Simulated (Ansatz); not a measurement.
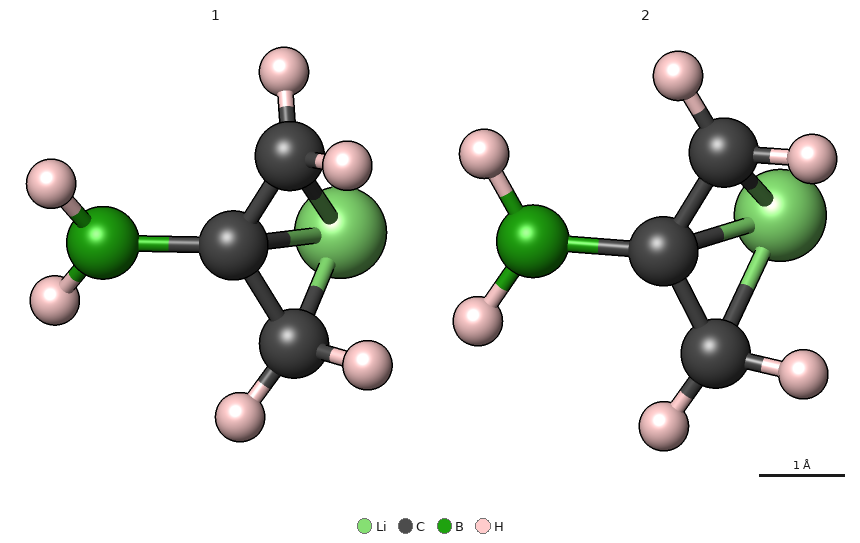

Two geometries of C3H6BLi, drawn at one scale. One is the start of a relaxation, the other its converged end. A ball-and-stick model, seen at a tilt.

These are results of RKS PBE-D4/def2-SVP (Ansatz), not measurements. Settings: no spin polarisation; force threshold 0.015 eV/Å; at most 40 steps.

Which of the two is the end point?

Structure 2 is the relaxed one. The run prepares an end point of a later path (torsion) calculation, from a guessed geometry. Over 17 accepted moves (20 points after the start) the energy falls by 1.714 eV. The largest force component goes from 2 to 0.0043 eV/Å. The line search rejected the trial steps at points 8, 11, 15 of the run. The forces were under the threshold at step 17, but the run went on from there. An H atom moves most after the best rigid fit: 0.75 Å. By element the largest moves are H 0.75 Å, Li 0.51 Å, C 0.20 Å, B 0.08 Å. Near-neighbour distances that change, for instance: C–Li 2.610 → 2.060 Å, C–Li 2.239 → 2.022 Å, C–Li 1.937 → 2.062 Å, C–C 1.361 → 1.424 Å. Among the angles between lasting bonds that change: Li–C–H 108.2° → 88.1°, Li–C–C 89.5° → 71.0°, Li–C–C 81.0° → 68.1°. Groups turn about B–C by about 25°. Cost: 42 s on 2 threads of Arm Neoverse V1 (shared host), peak memory 0.13 GiB.
